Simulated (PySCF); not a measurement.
```xyz
9

La    0.0000    0.0000   -0.1996
C     1.8658   -0.1288    1.2835
H     2.6808    0.5481    0.9580
H     1.5980    0.1419    2.3221
H     2.2876   -1.1535    1.3101
C    -1.8658    0.1288    1.2835
H    -2.6808   -0.5481    0.9580
H    -1.5980   -0.1419    2.3221
H    -2.2876    1.1535    1.3101
```

Core potentials replace the inner electrons of La.

All numbers below come from RKS PBE0, La def2-SVP with ECP46, C def2-SVP, H def2-SVP; non-relativistic Hamiltonian with scalar-relativistic core potentials where named; density fitting (PySCF 2.14.0).

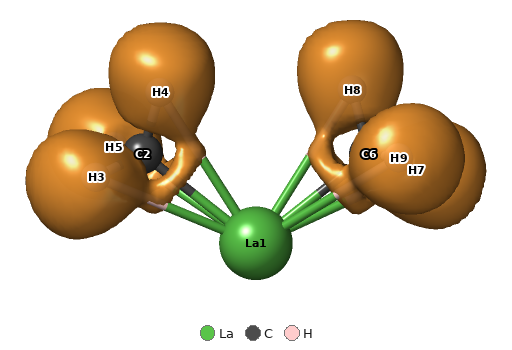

C2H6La (charge +1). Isosurface of the ELF at 0.75 (orange), seen across its widest extent. Core shells and regions of very low density are left out.

> Where are the electrons localised?

At this value the surface marks out two joined regions spread over several atoms (C, H), in which their bonds and any lone pairs are merged. Along the contacts the grid gives the following. C–La (2.39 Å): the ELF peaks at about 0.90 in the valence shell of C, 0.7 Å from its nucleus, and is about 0.50 at the midpoint. C–H (1.11 Å): the ELF climbs to about 1 towards the hydrogen, as it does in any bond to H; an ordinary covalent bond to hydrogen.
